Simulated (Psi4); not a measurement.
# Single-point calculation, with input and output: N$_{2}$ (charge −1) (part 2 of 2)

The same run, continued: N$_{2}$, charge −1, multiplicity 2; MP2/5ZaPa-NR, UHF (Psi4 1.11). The geometry is that of the parent species in another charge or spin state. The geometry comes from this level: PBE0-D4/def2-TZVP.

Geometry of the input (Å):
```
N  0.4655  -0.1503  0.2398
N  -0.4655  0.1503  -0.2398
```

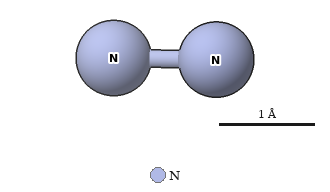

Fig. 1: The structure as given in the input (ball-and-stick view, seen on its broad side).

## Output, continued
```
     156A      8.562207   157A      8.584634   158A      8.641197
     159A      8.641197   160A      8.647653   161A      8.665276
     162A      8.665276   163A      9.822997   164A      9.822997
     165A     10.200412   166A     10.200412   167A     10.228357
     168A     10.228357   169A     10.267747   170A     10.267747
     171A     10.535983   172A     10.535983   173A     10.663924
     174A     11.338628   175A     11.338628   176A     11.444221
     177A     11.444221   178A     11.998006   179A     11.998006
     180A     12.126993   181A     12.312897   182A     12.312897
     183A     12.424975   184A     12.865612   185A     12.865612
     186A     13.038198   187A     13.038198   188A     13.275864
     189A     13.926405   190A     14.254672   191A     14.254672
     192A     14.280429   193A     14.280429   194A     14.350047
     195A     14.350047   196A     14.392203   197A     14.392203
     198A     14.450145   199A     14.450145   200A     14.473059
     201A     14.473059   202A     14.661072   203A     14.661072
     204A     14.763253   205A     14.763253   206A     14.886332
     207A     14.886332   208A     15.125294   209A     15.125294
     210A     15.132659   211A     15.308301   212A     15.308301
     213A     15.722652   214A     15.722652   215A     16.012036
     216A     16.878332   217A     16.878332   218A     17.196347
     219A     17.196347   220A     17.353341   221A     17.504723
     222A     17.504723   223A     19.677430   224A     20.272746
     225A     20.690642   226A     20.690642   227A     21.013031
     228A     21.013031   229A     21.096361   230A     21.096361
     231A     22.143954   232A     22.143954   233A     22.437010
     234A     22.437010   235A     24.585250   236A     24.892638
     237A     46.060736   238A     52.188263

    Beta Occupied:

       1A    -15.561902     2A    -15.558181     3A     -1.359607
       4A     -0.657606     5A     -0.516207     6A     -0.500336
       7A     -0.500336

    Beta Virtual:

       8A      0.138277     9A      0.140381    10A      0.140381
      11A      0.153691    12A      0.157112    13A      0.157112
      14A      0.195096    15A      0.258292    16A      0.258292
      17A      0.263046    18A      0.296566    19A      0.296566
      20A      0.329083    21A      0.358018    22A      0.380169
      23A      0.380169    24A      0.463404    25A      0.463404
      26A      0.464200    27A      0.545311    28A      0.548819
      29A      0.548819    30A      0.570556    31A      0.570556
      32A      0.644062    33A      0.644062    34A      0.665797
      35A      0.703584    36A      0.707969    37A      0.707969
      38A      0.797342    39A      0.797342    40A      0.871499
      41A      0.871499    42A      0.924465    43A      1.035134
      44A      1.035134    45A      1.047954    46A      1.047954
      47A      1.058469    48A      1.078834    49A      1.078834
      50A      1.079595    51A      1.079595    52A      1.103013
      53A      1.137941    54A      1.186642    55A      1.186642
      56A      1.274689    57A      1.307424    58A      1.307424
      59A      1.442740    60A      1.533794    61A      1.533794
      62A      1.679253    63A      1.679253    64A      1.733408
      65A      1.733408    66A      1.774059    67A      1.774059
      68A      1.775348    69A      1.775348    70A      1.911932
      71A      2.030871    72A      2.030871    73A      2.094455
      74A      2.094455    75A      2.127837    76A      2.127837
      77A      2.135484    78A      2.197495    79A      2.226054
      80A      2.226054    81A      2.264732    82A      2.264732
      83A      2.328347    84A      2.328347    85A      2.328359
      86A      2.328359    87A      2.348976    88A      2.355200
      89A      2.355200    90A      2.388490    91A      2.468245
      92A      2.468245    93A      2.539786    94A      2.555592
      95A      2.555592    96A      2.929560    97A      2.929560
      98A      2.944995    99A      2.944995   100A      3.020031
     101A      3.156862   102A      3.156862   103A      3.197520
     104A      3.197520   105A      3.525409   106A      3.525409
     107A      3.533707   108A      3.827369   109A      3.827369
     110A      3.828415   111A      3.828415   112A      3.874015
     113A      4.434325   114A      4.447402   115A      4.905456
     116A      4.905456   117A      5.064494   118A      5.064494
     119A      5.105420   120A      5.105420   121A      5.322401
     122A      5.322401   123A      5.372369   124A      5.372369
     125A      5.407727   126A      5.407727   127A      5.439371
     128A      5.548004   129A      5.548004   130A      5.821987
     131A      5.821987   132A      5.823072   133A      5.823073
     134A      5.854265   135A      5.854265   136A      5.972111
     137A      5.972111   138A      6.025044   139A      6.127482
     140A      6.127482   141A      6.131847   142A      6.131847
     143A      6.142553   144A      6.301768   145A      6.426514
     146A      6.426514   147A      6.468351   148A      6.468351
     149A      7.143526   150A      7.298090   151A      7.298090
     152A      7.694104   153A      7.839605   154A      7.839605
     155A      8.562279   156A      8.562279   157A      8.584748
     158A      8.641248   159A      8.641248   160A      8.647721
     161A      8.665347   162A      8.665347   163A      9.823011
     164A      9.823011   165A     10.200434   166A     10.200434
     167A     10.228419   168A     10.228419   169A     10.267759
     170A     10.267759   171A     10.536007   172A     10.536007
     173A     10.664000   174A     11.338647   175A     11.338647
     176A     11.444233   177A     11.444233   178A     11.998033
     179A     11.998033   180A     12.127017   181A     12.312930
     182A     12.312930   183A     12.425026   184A     12.865635
     185A     12.865635   186A     13.038244   187A     13.038244
     188A     13.275894   189A     13.926445   190A     14.254711
     191A     14.254711   192A     14.280482   193A     14.280482
     194A     14.350104   195A     14.350104   196A     14.392274
     197A     14.392274   198A     14.450198   199A     14.450198
     200A     14.473134   201A     14.473134   202A     14.661138
     203A     14.661138   204A     14.763290   205A     14.763290
     206A     14.886364   207A     14.886364   208A     15.125323
     209A     15.125323   210A     15.132726   211A     15.308354
     212A     15.308354   213A     15.722704   214A     15.722704
     215A     16.012084   216A     16.878363   217A     16.878363
     218A     17.196386   219A     17.196386   220A     17.353364
     221A     17.504757   222A     17.504757   223A     19.677500
     224A     20.272772   225A     20.690672   226A     20.690672
     227A     21.013075   228A     21.013075   229A     21.096388
     230A     21.096388   231A     22.143983   232A     22.143983
     233A     22.437032   234A     22.437032   235A     24.585307
     236A     24.892658   237A     46.060858   238A     52.188373

    Final Occupation by Irrep:
              A
    DOCC [     7 ]
    SOCC [     1 ]
    NA   [     8 ]
    NB   [     7 ]

  @DF-UHF Final Energy:  -108.94974132238279

   => Energetics <=

    Nuclear Repulsion Energy =             23.7983418254923684
    One-Electron Energy =                -196.2308824531555445
    Two-Electron Energy =                  63.4827993052803805
    Total Energy =                       -108.9497413223827920

  UHF NO Occupations:
  HONO-2 :    6  A 1.9999998
  HONO-1 :    7  A 1.9999942
  HONO-0 :    8  A 1.0000000
  LUNO+0 :    9  A 0.0000058
  LUNO+1 :   10  A 0.0000002
  LUNO+2 :   11  A 0.0000001
  LUNO+3 :   12  A 0.0000001

Computation Completed

Properties will be evaluated at   0.000000,   0.000000,   0.000000 [a0]

Properties computed using the SCF density matrix

 Multipole Moments:

 ------------------------------------------------------------------------------------
     Multipole            Electronic (a.u.)      Nuclear  (a.u.)        Total (a.u.)
 ------------------------------------------------------------------------------------

 L = 1.  Multiply by 2.5417464519 to convert [e a0] to [Debye]
 Dipole X            :         -0.0000000            0.0000000           -0.0000000
 Dipole Y            :         -0.0000000            0.0000000           -0.0000000
 Dipole Z            :         -0.0000000            0.0000000           -0.0000000
 Magnitude           :                                                    0.0000000

 ------------------------------------------------------------------------------------

	total time  =          9 seconds =       0.15 minutes

  //>>>>>>>>>>>>>>>>>>>>>>>>>>>>>>>>>>>//
  //               DFMP2               //
  //<<<<<<<<<<<<<<<<<<<<<<<<<<<<<<<<<<<//

   => Loading Basis Set <=

    Name: (5ZAPA-NR AUX)
    Role: RIFIT
    Keyword: DF_BASIS_MP2

	 --------------------------------------------------------
	                          DF-MP2
	      2nd-Order Density-Fitted Moller-Plesset Theory
	              UMP2 Wavefunction,   1 Threads

	 --------------------------------------------------------

	 --------------------------------------------------------
	                 NBF =   238, NAUX =   694
	 --------------------------------------------------------
	   CLASS    FOCC     OCC    AOCC    AVIR     VIR    FVIR
	   ALPHA       2       8       6     230     230       0
	    BETA       2       7       5     231     231       0
	 --------------------------------------------------------

	-----------------------------------------------------------
	 ==================> DF-MP2 Energies <====================
	-----------------------------------------------------------
	 Reference Energy          =    -108.9497413223827920 [Eh]
	 Singles Energy            =      -0.0000000000000000 [Eh]
	 Same-Spin Energy          =      -0.1008361205069251 [Eh]
	 Opposite-Spin Energy      =      -0.3090609438604891 [Eh]
	 Correlation Energy        =      -0.4098970643674142 [Eh]
	 Total Energy              =    -109.3596383867502055 [Eh]
	-----------------------------------------------------------
	 ================> DF-SCS-MP2 Energies <==================
	-----------------------------------------------------------
	 SCS Same-Spin Scale       =       0.3333333333333333 [-]
	 SCS Opposite-Spin Scale   =       1.2000000000000000 [-]
	 SCS Same-Spin Energy      =      -0.0336120401689750 [Eh]
	 SCS Opposite-Spin Energy  =      -0.3708731326325869 [Eh]
	 SCS Correlation Energy    =      -0.4044851728015620 [Eh]
	 SCS Total Energy          =    -109.3542264951843492 [Eh]
	-----------------------------------------------------------

	total time  =          2 seconds =       0.03 minutes

    Psi4 run time: 0:00:11.32
```
